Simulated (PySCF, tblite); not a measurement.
# C₃H₁₀BN: geometry, infrared bands, NMR shifts, spin-spin couplings, electronic excitations and core binding energies

Wanted: the infrared bands, NMR shifts, spin-spin couplings, electronic excitations and core binding energies of C₃H₁₀BN (`C=C[BH2-][NH2+]C`), by calculation.

Computed with tblite 0.8.0 and PySCF 2.14.0, with density-fitted response routines of our own, on a single molecule in the gas phase. Atoms count from 0, in the outputs and in this text.

### 1 Starting geometry

15 atoms, charge 0, multiplicity 1; geometry from: force field or distance geometry start.

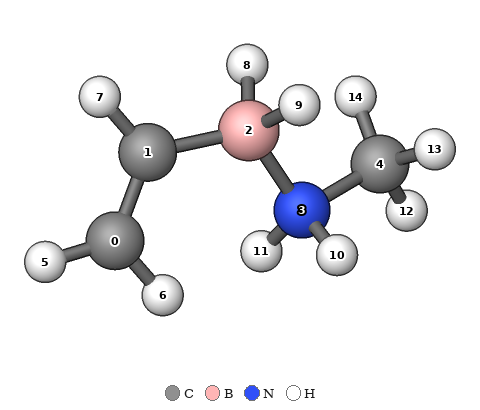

As it starts; carbon grey, boron pink, nitrogen blue, hydrogen white, atoms numbered.

### 2 Relaxing the molecule with GFN2-xTB

Job settings and geometry (Å):

```
{"job": {"kind": "relax", "xc": "GFN2-xTB", "basis": "xTB"}, "charge": 0, "multiplicity": 1}
C      2.175200    -0.598000     0.262000
C      1.691200     0.547300    -0.226000
B      0.214700     0.655400    -0.611300
N     -0.672100    -0.510200    -0.216100
C     -2.041900     0.015700    -0.268200
H      3.192000    -0.754900     0.561000
H      1.487700    -1.431100     0.363700
H      2.376000     1.397100    -0.321400
H     -0.238900     1.643700    -0.127700
H      0.038600     0.798200    -1.801300
H     -0.676700    -1.285300    -0.944200
H     -0.460700    -0.920600     0.715700
H     -2.712100    -0.615800     0.332400
H     -2.320000     0.013500    -1.350600
H     -2.057300     1.053000     0.104300
```

Command:

```sh
$ OMP_NUM_THREADS=1 python probes_run.py task.json out
```

This one command runs all jobs of the session in turn.

Log:

```text
step      E/eV     max force
  0    -424.65010    2.749
  1    -424.86517    1.476
  2    -424.94477    0.974
  3    -425.00644    0.709
  4    -425.07113    0.604
  5    -425.10885    0.434
  6    -425.13539    0.393
  7    -425.16085    0.416
  8    -425.19057    0.569
  9    -425.21812    0.464
 10    -425.23682    0.347
 11    -425.24724    0.289
 12    -425.25794    0.348
 13    -425.26975    0.318
 14    -425.27768    0.265
 15    -425.28224    0.180
 16    -425.28571    0.152
 17    -425.28840    0.148
 18    -425.29032    0.142
 19    -425.29152    0.104
 20    -425.29257    0.106
 21    -425.29404    0.119
 22    -425.29613    0.158
 23    -425.29861    0.205
 24    -425.30102    0.171
 25    -425.30321    0.108
 26    -425.30521    0.098
 27    -425.30716    0.123
 28    -425.30898    0.126
 29    -425.31049    0.096
 30    -425.31180    0.093
 31    -425.31320    0.095
 32    -425.31472    0.120
 33    -425.31595    0.095
 34    -425.31669    0.055
 35    -425.31712    0.049
 36    -425.31749    0.055
 37    -425.31792    0.061
 38    -425.31844    0.063
 39    -425.31898    0.073
 40    -425.31943    0.061
 41    -425.31979    0.052
 42    -425.32010    0.056
 43    -425.32040    0.049
 44    -425.32070    0.041
 45    -425.32092    0.029
 46    -425.32108    0.034
 47    -425.32124    0.036
 48    -425.32146    0.038
 49    -425.32177    0.050
 50    -425.32213    0.055
 51    -425.32248    0.051
 52    -425.32282    0.053
 53    -425.32317    0.049
 54    -425.32351    0.051
 55    -425.32376    0.046
 56    -425.32395    0.037
 57    -425.32415    0.036
 58    -425.32442    0.040
 59    -425.32477    0.046
 60    -425.32513    0.051
 61    -425.32544    0.053
 62    -425.32570    0.039
 63    -425.32589    0.033
 64    -425.32600    0.022
 65    -425.32605    0.016
 66    -425.32609    0.019
 67    -425.32614    0.019
 68    -425.32621    0.017
 69    -425.32627    0.018
 70    -425.32631    0.013
 71    -425.32633    0.015
 72    -425.32636    0.015
 73    -425.32640    0.016
 74    -425.32646    0.020
 75    -425.32652    0.023
 76    -425.32659    0.021
 77    -425.32668    0.020
 78    -425.32677    0.020
 79    -425.32684    0.025
 80    -425.32690    0.027
 81    -425.32695    0.026
 82    -425.32700    0.019
 83    -425.32706    0.017
 84    -425.32710    0.012
 85    -425.32712    0.013
 86    -425.32714    0.011
 87    -425.32716    0.010
 88    -425.32718    0.009
```

Run time: 0.27 s. Hardware: 1 thread of Arm Neoverse V2, shared host.

The steps of the relaxation: (not every step is listed)

```
step  energy from step 0 (eV)  largest force (eV/Å)
   0                   0.0000                2.7493
   1                  -0.2151                1.4761
   2                  -0.2947                0.9743
   3                  -0.3563                0.7093
   4                  -0.4210                0.6039
   5                  -0.4588                0.4337
   6                  -0.4853                0.3932
   7                  -0.5107                0.4161
   8                  -0.5405                0.5687
  15                  -0.6321                0.1796
  22                  -0.6460                0.1582
  29                  -0.6604                0.0962
  36                  -0.6674                0.0547
  43                  -0.6703                0.0486
  50                  -0.6720                0.0549
  57                  -0.6740                0.0357
  64                  -0.6759                0.0217
  71                  -0.6762                0.0153
  78                  -0.6767                0.0201
  83                  -0.6770                0.0166
  84                  -0.6770                0.0119
  85                  -0.6770                0.0130
  86                  -0.6770                0.0106
  87                  -0.6771                0.0103
  88                  -0.6771                0.0087
```

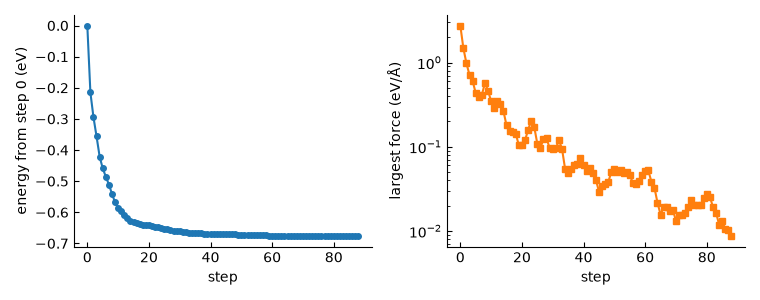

Energy and force, step by step.

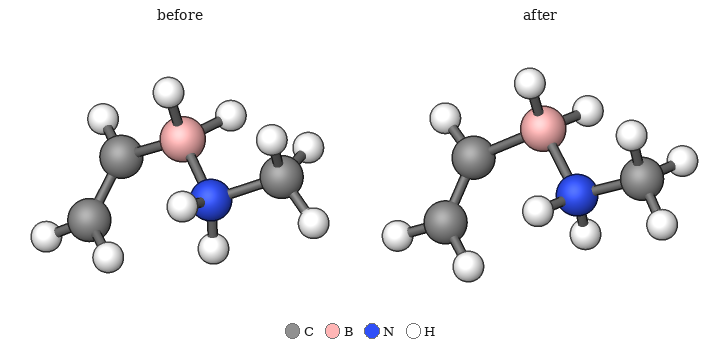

Before and after, at one scale.

Distances of close pairs at the start and the end, largest changes first:

```
  bond  before (Å)  after (Å)  change (Å)
 B2–N3       1.517      1.638      +0.121
 C1–B2       1.530      1.595      +0.066
N3–H10       1.063      1.016      -0.048
C4–H13       1.118      1.088      -0.029
N3–H11       1.040      1.016      -0.024
 B2–H9       1.211      1.194      -0.017
C4–H14       1.102      1.088      -0.014
 N3–C4       1.468      1.457      -0.011
```

The next job starts from the end point, and lists it.

### 3 Infrared spectrum with GFN2-xTB

Job settings and geometry (Å):

```
{"job": {"kind": "ir", "xc": "GFN2-xTB", "basis": "xTB"}, "charge": 0, "multiplicity": 1}
C      2.188675    -0.685098     0.256503
C      1.741791     0.424310    -0.314638
B      0.242948     0.869529    -0.631086
N     -0.738740    -0.344180    -0.134896
C     -2.163311    -0.111796    -0.334391
H      3.239296    -0.880267     0.420487
H      1.539696    -1.481335     0.602035
H      2.500669     1.141673    -0.613864
H     -0.077358     1.835970    -0.006606
H      0.051398     0.995747    -1.803159
H     -0.429174    -1.169251    -0.640243
H     -0.525716    -0.478236     0.849181
H     -2.770067    -0.953980     0.006583
H     -2.349933     0.060169    -1.392493
H     -2.454589     0.784733     0.209020
```

Log:

```text
mode    cm-1     km/mol
  1      85.9      3.06
  2     121.3      7.80
  3     178.3      4.63
  4     216.6      4.39
  5     289.9      3.75
  6     460.1      0.13
  7     462.3      0.31
  8     654.9     15.84
  9     693.4     58.63
 10     833.2      6.50
 11     869.4      7.51
 12     896.0     55.15
 13     950.5      0.04
 14    1003.0      8.06
 15    1022.6     23.51
 16    1048.6     12.33
 17    1055.0      2.22
 18    1107.2      3.87
 19    1124.9    220.08
 20    1206.6    102.03
 21    1222.8     52.00
 22    1252.1      0.01
 23    1295.2      1.20
 24    1412.0      2.12
 25    1457.3      1.82
 26    1469.2      4.80
 27    1486.0     16.00
 28    1520.3     43.32
 29    1685.0      2.86
 30    2413.6    261.14
 31    2431.9    220.82
 32    2979.9     50.59
 33    3008.5     14.90
 34    3017.7    199.71
 35    3043.7      8.28
 36    3048.3     11.45
 37    3053.3    102.23
 38    3376.1      2.25
 39    3385.9      4.87
```

Run time: 0.22 s. Hardware: 1 thread of Arm Neoverse V2, shared host.

The strongest bands and the atoms that carry them (share of the mass-weighted mode):

```
cm⁻¹  km/mol                                  atoms
 693    58.6                       B2 55 %, N3 27 %
 896    55.1                       H5 39 %, C0 12 %
1125   220.1              H9 25 %, H8 24 %, B2 20 %
1207   102.0  H11 22 %, H10 21 %, N3 18 %, H12 15 %
2414   261.1                       H8 48 %, H9 43 %
2432   220.8                       H9 50 %, H8 46 %
3018   199.7                       H6 78 %, H7 14 %
3053   102.2                                H5 88 %
```

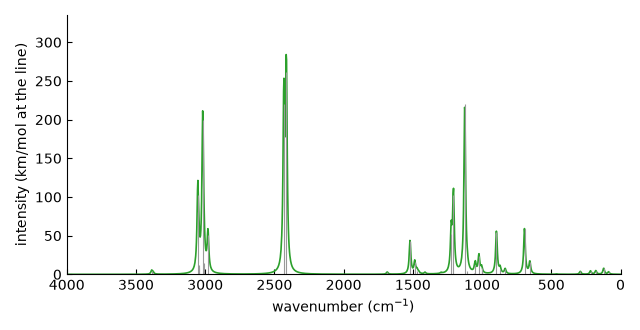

The infrared spectrum from these modes, unscaled. Lines are broadened to a width of 14 cm⁻¹ (Lorentzian).

### 4 Optimising the geometry at PBE0-D3(BJ)/def2-SVP

Job settings and geometry (Å):

```
{"job": {"xc": "PBE0", "basis": "def2-SVP", "d3": "d3bj", "grid": 1, "shake": 0.01, "kind": "geom"}, "charge": 0, "multiplicity": 1}
C      2.209080    -0.710650     0.260680
C      1.736110     0.419780    -0.316790
B      0.222750     0.867210    -0.639740
N     -0.705510    -0.341920    -0.138420
C     -2.166120    -0.118480    -0.344940
H      3.235390    -0.875450     0.418100
H      1.549270    -1.483330     0.602280
H      2.516130     1.147120    -0.618920
H     -0.079190     1.841380     0.012740
H      0.048700     0.993310    -1.793140
H     -0.438040    -1.172170    -0.631420
H     -0.519910    -0.477320     0.855880
H     -2.798350    -0.943770    -0.003010
H     -2.366620     0.062930    -1.385490
H     -2.459040     0.773970     0.209280
```

Log:

```text
step   0  E = -199.52906753  max force = 0.033191
step   1  E = -199.53419394  max force = 0.008732
step   2  E = -199.53472055  max force = 0.003709
step   3  E = -199.53498888  max force = 0.001388
step   4  E = -199.53508028  max force = 0.001079
step   5  E = -199.53512742  max force = 0.001449
step   6  E = -199.53518425  max force = 0.000728
step   7  E = -199.53520955  max force = 0.000476
step   8  E = -199.53521715  max force = 0.000254
optimisation converged
```

Run time: 33 s. Hardware: 1 thread of Arm Neoverse V2, shared host; peak memory 0.5 GiB.

The steps of the relaxation:

```
step  energy from step 0 (eV)  largest force component (eV/Å)
   0                   0.0000                          1.7068
   1                  -0.1395                          0.4490
   2                  -0.1538                          0.1907
   3                  -0.1611                          0.0714
   4                  -0.1636                          0.0555
   5                  -0.1649                          0.0745
   6                  -0.1664                          0.0374
   7                  -0.1671                          0.0245
   8                  -0.1673                          0.0131
```

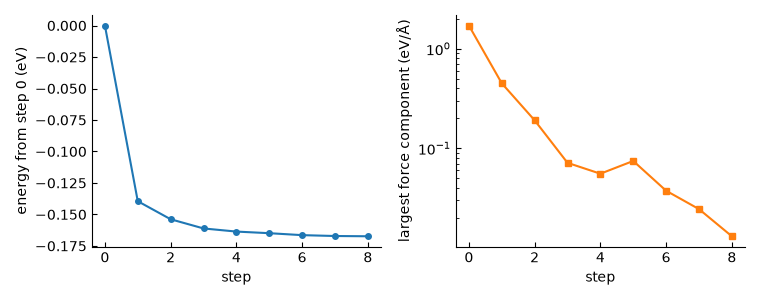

Energy and largest force along the relaxation.

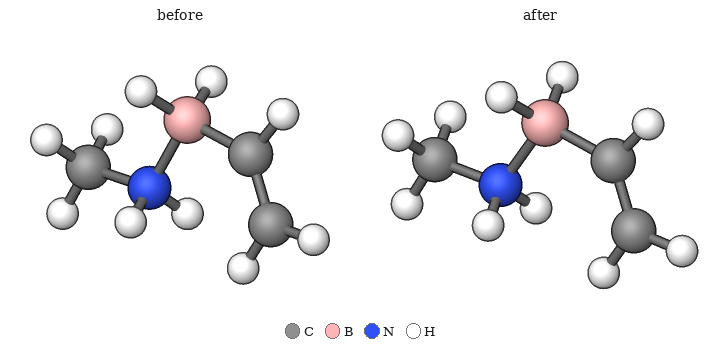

Before and after, at one scale.

Distances of close pairs at the start and the end, largest changes first:

```
  bond  before (Å)  after (Å)  change (Å)
 B2–H9       1.173      1.230      +0.057
 C0–H5       1.051      1.096      +0.044
 C0–H6       1.072      1.101      +0.029
 N3–C4       1.492      1.464      -0.028
C4–H13       1.075      1.097      +0.022
N3–H10       1.002      1.023      +0.021
 C1–B2       1.611      1.591      -0.020
 B2–H8       1.211      1.230      +0.020
```

The end geometry stands in the next job.

```
                         at the end point                 value
  point group (found at 0.08 Å tolerance)                    Cs
rotational constants (GHz, main isotopes)  12.472, 2.503, 2.174
                        dipole moment (D)                  4.94
```

### 5 Shielding tensors: PBE0/pcSseg-1

Job settings and geometry (Å):

```
{"job": {"kind": "nmr", "xc": "PBE0", "basis": "pcSseg-1"}, "charge": 0, "multiplicity": 1}
C      2.119354    -0.992958     0.018810
C      1.765352     0.226159    -0.413769
B      0.309119     0.845979    -0.571995
N     -0.765920    -0.270582    -0.104582
C     -2.167003     0.150010    -0.163302
H      3.162564    -1.319463     0.091291
H      1.387684    -1.754449     0.329045
H      2.594915     0.891237    -0.695343
H      0.118077     1.815721     0.160658
H      0.019176     1.117459    -1.736134
H     -0.614540    -1.099103    -0.684618
H     -0.513894    -0.554597     0.845250
H     -2.848143    -0.648637     0.165314
H     -2.403796     0.438867    -1.194754
H     -2.294635     1.033533     0.474290
```

Method: GIAO PBE0/pcSseg-1 NMR shielding, non-relativistic, gas phase.

Log:

```text
coarse grid: 11608 points
cycle   1  E = -199.5581276386  dE =  2.748e-01  |g| = 4.329e-01  |ddm| = 3.099e+00
cycle   2  E = -199.5584622360  dE = -3.346e-04  |g| = 4.508e-01  |ddm| = 1.013e+00
cycle   3  E = -199.6171299128  dE = -5.867e-02  |g| = 9.269e-02  |ddm| = 5.507e-01
cycle   4  E = -199.6190407067  dE = -1.911e-03  |g| = 3.310e-02  |ddm| = 8.387e-02
cycle   5  E = -199.6193040760  dE = -2.634e-04  |g| = 7.431e-03  |ddm| = 3.134e-02
cycle   6  E = -199.6193196140  dE = -1.554e-05  |g| = 1.655e-03  |ddm| = 9.697e-03
cycle   7  E = -199.6193203232  dE = -7.092e-07  |g| = 3.575e-04  |ddm| = 1.713e-03
final grid: 109544 points
cycle   8  E = -199.6444340836  dE = -4.105e-05  |g| = 8.012e-03  |ddm| = 2.637e-02
cycle   9  E = -199.6444307285  dE =  3.355e-06  |g| = 8.972e-03  |ddm| = 1.409e-02
cycle  10  E = -199.6444508301  dE = -2.010e-05  |g| = 7.860e-04  |ddm| = 7.457e-03
cycle  11  E = -199.6444509559  dE = -1.257e-07  |g| = 2.000e-04  |ddm| = 5.779e-04
cycle  12  E = -199.6444509634  dE = -7.526e-09  |g| = 7.046e-05  |ddm| = 1.825e-04
cycle  13  E = -199.6444509646  dE = -1.176e-09  |g| = 2.834e-05  |ddm| = 7.932e-05
cycle  14  E = -199.6444509648  dE = -1.977e-10  |g| = 4.456e-06  |ddm| = 2.244e-05
converged SCF energy = -199.6444509648

GIAO shielding tensors (ppm)
atom      isotropic    diamagn.    paramagn.     s11        s22        s33       span
  0 C       71.924     257.130    -185.206    -41.114     91.554    165.331    206.445
  1 C       18.385     257.190    -238.806   -119.348      1.771    172.731    292.079
  2 B      116.876     188.486     -71.610    103.805    110.777    136.047     32.242
  3 N      215.843     320.736    -104.894    202.791    208.451    236.285     33.494
  4 C      151.328     243.484     -92.156    131.146    136.679    186.159     55.012
  5 H       26.057      29.071      -3.014     23.703     24.582     29.885      6.183
  6 H       26.800      34.592      -7.792     24.063     25.380     30.957      6.893
  7 H       24.233      29.934      -5.701     21.318     24.707     26.674      5.357
  8 H       28.722      30.843      -2.120     25.778     28.399     31.991      6.213
  9 H       28.710      30.689      -1.979     25.801     28.339     31.990      6.189
 10 H       28.598      33.504      -4.906     21.644     26.671     37.479     15.835
 11 H       28.567      34.351      -5.784     21.538     26.734     37.429     15.891
 12 H       28.805      27.177       1.628     23.928     26.712     35.776     11.849
 13 H       28.537      27.754       0.783     24.555     26.871     34.184      9.630
 14 H       28.546      28.106       0.440     24.567     26.880     34.192      9.625
```

Run time: 8.8 s. Hardware: 1 thread of Arm Neoverse V2, shared host; peak memory 0.71 GiB.

Shifts follow as δ = σ(reference) − σ, with reference shieldings (ppm) from runs at the same level and on the same kind of geometry: 1H TMS 31.27, 13C TMS 184.4, 15N NH3 265.7, 11B BF3·OEt2 100.7. The references are single molecules in the gas phase, so shifts against H2O, NH3, PH3, H3PO4 or CFCl3 are not on the usual liquid scales and can be off by tens of ppm. Atoms listed in one row are averaged.

```
        atoms                                     environment  σ (ppm)  δ (ppm)  δ scaled to CDCl3
           C1                                       alkene CH     18.4    166.0              160.7
           C0                            terminal =CH2 carbon     71.9    112.5              108.7
           C4                       methyl carbon bonded to N    151.3     33.1               31.6
           H7                        hydrogen on an alkene CH    24.23     7.03               6.88
           H5              hydrogen on a terminal =CH2 carbon    26.06     5.21               5.15
           H6              hydrogen on a terminal =CH2 carbon    26.80     4.47               4.45
     H10, H11  hydrogen on a donor nitrogen of a Lewis adduct    28.58     2.68                  –
H12, H13, H14         hydrogen on a methyl carbon bonded to N    28.63     2.64               2.72
       H8, H9              hydrogen on a boron bonded to C, N    28.72     2.55                  –
           B2                       boron bonded to C, N, 2 H    116.9    -16.1                  –
           N3                donor nitrogen of a Lewis adduct    215.8     49.8                  –
```

The scaled column applies a straight-line fit of computed shieldings to shifts measured in CDCl3 (root-mean-square error 0.21 ppm for H, 2.0 ppm for C).

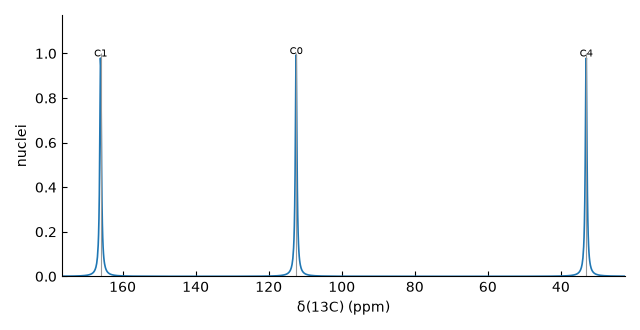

13C lines at the computed shifts, without couplings. Lines are broadened to a width of 0.53 ppm (Lorentzian).

The run also stored atomic charges by several schemes (e):

```
atoms  Mulliken    IAO  Hirshfeld  ESP fit
   C0     -0.28  -0.36      -0.15    -0.45
   C1     -0.33  -0.21      -0.11    -0.27
   B2      0.10  -0.23      -0.04     0.10
   N3     -0.42  -0.27      -0.04    -0.06
   C4     -0.13  -0.30      -0.03    -0.37
```

ESP fit charges:

C0 -0.45; C1 -0.27; B2 0.10; N3 -0.06; C4 -0.37; H5 0.17; H6 0.10; H7 0.17; H8 -0.16; H9 -0.16; H10 0.25; H11 0.26; H12 0.12; H13 0.16; H14 0.16

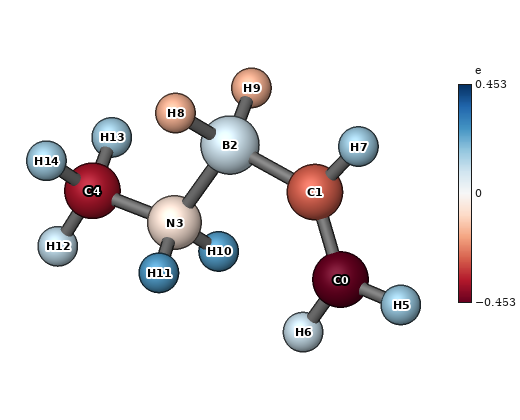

ESP fit charges, as colours on the atoms.

Mayer bond orders: C0–C1 1.95, C1–B2 0.93, B2–N3 0.61, N3–C4 0.95.

[end of part 1 of 3]
